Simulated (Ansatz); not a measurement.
**CH6AlOSi (SMILES [CH3][Al][O][SiH3]) at U-wB97M-V/def2-SVP**

What is the vertical doublet–quartet gap of CH6AlOSi at U-wB97M-V/def2-SVP? 

The results are computed with Ansatz 0.2.0.

105 further runs of the same task are left out: 105 set aside as unsound or not needed.

## (1) Starting point

CH6AlOSi has 10 atoms, charge 0, and is taken as a doublet. SMILES: `[CH3][Al][O][SiH3]`. Geometry: relaxed at PBE0-D4/def2-TZVP. This is one conformer, not always the lowest.

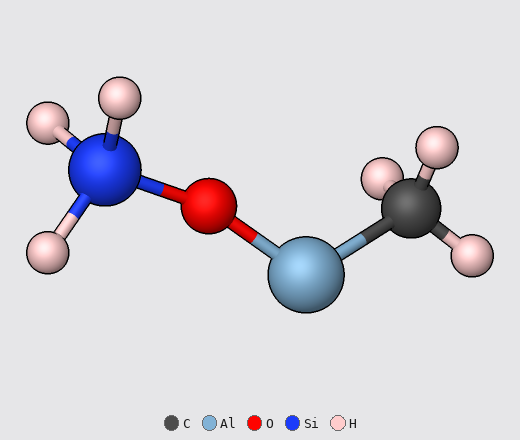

The structure, seen from a chosen angle (carbon dark grey, aluminium light blue, oxygen red, silicon blue, hydrogen pink).

## (2) A single-point energy at U-wB97M-V/def2-SVP

The input, in.yaml:

```yaml
basis:
  gaussian: {orbitals: def2-SVP}
crystal:
  periodic: [false, false, false]
  atoms:
    - {symbol: C, position_ang: [0.243800, 1.981800, -1.341400]}
    - {symbol: Al, position_ang: [1.086500, 0.300600, -0.766100]}
    - {symbol: O, position_ang: [0.194200, -0.660700, 0.309100]}
    - {symbol: Si, position_ang: [-0.287900, -1.859400, 1.294000]}
    - {symbol: H, position_ang: [-0.701000, 1.751800, -1.844500]}
    - {symbol: H, position_ang: [0.014800, 2.586100, -0.457700]}
    - {symbol: H, position_ang: [0.869800, 2.566000, -2.016900]}
    - {symbol: H, position_ang: [0.686800, -2.984600, 1.283800]}
    - {symbol: H, position_ang: [-1.611000, -2.377800, 0.854700]}
    - {symbol: H, position_ang: [-0.413000, -1.355000, 2.687900]}
magnetization: {spin_polarized: true, initial_magnetization: 1}
hamiltonian: {xc: {name: wB97M-V}}
accuracy: high
output: {orbitals: {seedname: orbitals}}
```

Run with:

```sh
ansatz run in.yaml --threads 1 --pin off --max-ram 3480MiB --events-out events.jsonl --progress --plain --runs-dir runs
```

Output:

```text
Warning: RAYON_NUM_THREADS=1 ignored (pool sized by the plan → 1); use --threads N
Functional definition: wB97M-V
  name "wB97M-V"
  parameter omega = 0.3/bohr
  parameter cx = 0.15
  parameter cx01 = 1.007
  parameter cx10 = 0.259
  parameter css00 = 0.443
  parameter css04 = -1.437
  parameter css10 = -4.535
  parameter css20 = -3.390
  parameter css43 = 4.278
  parameter cos00 = 1.000
  parameter cos10 = 1.358
  parameter cos20 = 2.924
  parameter cos21 = -8.812
  parameter cos60 = -1.390
  parameter cos61 = 9.142
  parameter b = 6.0
  parameter c = 0.01
  gx(w, u) = 1 - cx + cx01*u + cx10*w
  gss(w, u) = css00 + css04*u^4 + css10*w + css20*w^2 + css43*w^4*u^3
  gos(w, u) = cos00 + cos10*w + (cos20 + cos21*u)*w^2 + (cos60 + cos61*u)*w^6
  exchange = spin_sum(e_x_unif_sr(omega)*gx(b97_w, b97_u_x)) + cx*exact_x_sr(omega) + exact_x_lr(omega)
  correlation = spin_sum(e_c_pw_mod_same_spin*gss(b97_w, b97_u_same))
      + integral(e_c_pw_mod_opposite_spin*gos(b97_w_opposite, b97_u_opposite)) + vv10(b, c)
2093 factors; integrals over basis functions are off by at most 7.8e-9 eV
443 factors; integrals over basis functions are off by at most 1.7e-9 eV
mean field evaluation 1: about -17641.2838 eV, gradient 4.0e1 eV
mean field evaluation 2: about -17639.4416 eV, gradient 4.8e1 eV
mean field evaluation 4: about -17647.9732 eV, gradient 1.7e0 eV
mean field evaluation 8: about -17648.1031 eV, gradient 1.3e-1 eV
mean field evaluation 16: about -17648.1036 eV, gradient 3.9e-4 eV
mean field -17648.10357968 eV, -648.5558442389 hartree, gradient 5.4e-8 eV, S^2 0.751709; 0 other end points of the search recorded, 0 dependent functions left out
reference -17648.10358476 eV, -648.5558444258 hartree; 24, 23 occupied and 70, 71 virtual orbitals, 2093 factors
Total energy: -17648.10358476 eV, -648.5558444258 hartree
```

It took 2.1 min on 1 thread of Arm Neoverse V2, shared host; peak memory 1.2 GiB.

## (3) The quartet

The input, run.yaml:

```yaml
crystal:
  periodic: [false, false, false]
  atoms:
    - {symbol: C, position_ang: [0.243800, 1.981800, -1.341400]}
    - {symbol: Al, position_ang: [1.086500, 0.300600, -0.766100]}
    - {symbol: O, position_ang: [0.194200, -0.660700, 0.309100]}
    - {symbol: Si, position_ang: [-0.287900, -1.859400, 1.294000]}
    - {symbol: H, position_ang: [-0.701000, 1.751800, -1.844500]}
    - {symbol: H, position_ang: [0.014800, 2.586100, -0.457700]}
    - {symbol: H, position_ang: [0.869800, 2.566000, -2.016900]}
    - {symbol: H, position_ang: [0.686800, -2.984600, 1.283800]}
    - {symbol: H, position_ang: [-1.611000, -2.377800, 0.854700]}
    - {symbol: H, position_ang: [-0.413000, -1.355000, 2.687900]}
basis:
  gaussian:
    orbitals: def2-SVP
magnetization:
  spin_polarized: true
  initial_magnetization: 3
hamiltonian:
  xc: {name: wB97M-V}
accuracy: high
output:
  orbitals: {seedname: orbitals}
```

Run with:

```sh
ansatz run run.yaml --threads 1 --pin off --max-ram 3480MiB --events-out events.jsonl --progress --plain --runs-dir runs
```

Output:

```text
Warning: RAYON_NUM_THREADS=1 ignored (pool sized by the plan → 1); use --threads N
[... 19 set-up lines as earlier in the session ...]
  gx(w, u) = 1 - cx + cx01*u + cx10*w
  gss(w, u) = css00 + css04*u^4 + css10*w + css20*w^2 + css43*w^4*u^3
  gos(w, u) = cos00 + cos10*w + (cos20 + cos21*u)*w^2 + (cos60 + cos61*u)*w^6
[... 2 set-up lines as earlier in the session ...]
      + integral(e_c_pw_mod_opposite_spin*gos(b97_w_opposite, b97_u_opposite)) + vv10(b, c)
2093 factors; integrals over basis functions are off by at most 7.8e-9 eV
443 factors; integrals over basis functions are off by at most 1.7e-9 eV
mean field evaluation 1: about -17632.2065 eV, gradient 4.0e1 eV
mean field evaluation 2: about -17626.7143 eV, gradient 5.5e1 eV
mean field evaluation 4: about -17641.2977 eV, gradient 5.2e0 eV
mean field evaluation 8: about -17641.6208 eV, gradient 2.8e-1 eV
mean field evaluation 16: about -17641.6249 eV, gradient 2.0e-2 eV
mean field evaluation 32: about -17641.6249 eV, gradient 6.9e-6 eV
mean field -17641.62494710 eV, -648.3177588831 hartree, gradient 5.7e-8 eV, S^2 3.752706; 4 other end points of the search recorded, 0 dependent functions left out
reference -17641.62495207 eV, -648.3177590657 hartree; 25, 22 occupied and 69, 72 virtual orbitals, 2093 factors
Total energy: -17641.62495207 eV, -648.3177590657 hartree
```

It took 3.7 min on 1 thread of Arm Neoverse V2, shared host; peak memory 1.2 GiB.

## (4) Summary of results

At U-wB97M-V/def2-SVP:

```
                                        quantity          value
                           doublet: total energy  -648.55584 Eh
     doublet: HOMO energy (highest over α and β)       -7.05 eV
      doublet: LUMO energy (lowest over α and β)       -0.68 eV
                                   doublet: ⟨S²⟩          0.752
                           quartet: total energy  -648.31776 Eh
     quartet: HOMO energy (highest over α and β)       -4.44 eV
                                   quartet: ⟨S²⟩          3.753
vertical energy of the quartet above the doublet       6.479 eV
```

**Reading.** At this shape the quartet lies 6.48 eV (625 kJ/mol) above the doublet.
